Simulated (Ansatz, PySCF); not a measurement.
Torsion H4–Se1–Se2–Br3 in BrHSe2 (SMILES [SeH][Se]Br); at each angle all else is relaxed with GFN2-xTB, and the levels are single points there.
Geometry at 270° (charge 0, multiplicity 1):
```xyz
4

Se    -1.304     0.494     0.511
Se     0.726     1.000    -0.371
Br     2.260    -0.100     0.993
H     -1.560    -0.720    -0.264
```
Energies count from the point at 270°.

Frozen-core correlation. Filled d and f shells under p-block atoms count as core. CBS: X⁻³ extrapolation of the correlation energy, Hartree–Fock from the larger set.

Codes used: Ansatz (an electronic-structure program) with Gaussian orbitals; PySCF for the dispersion terms. Each number belongs to the level named beside it.

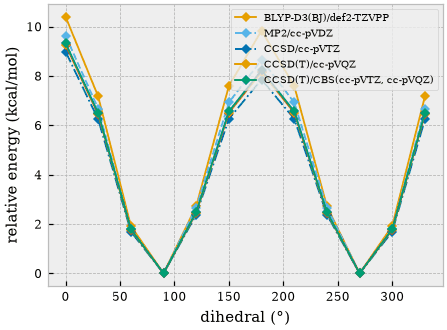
Fig. 1. Relative energy along the coordinate
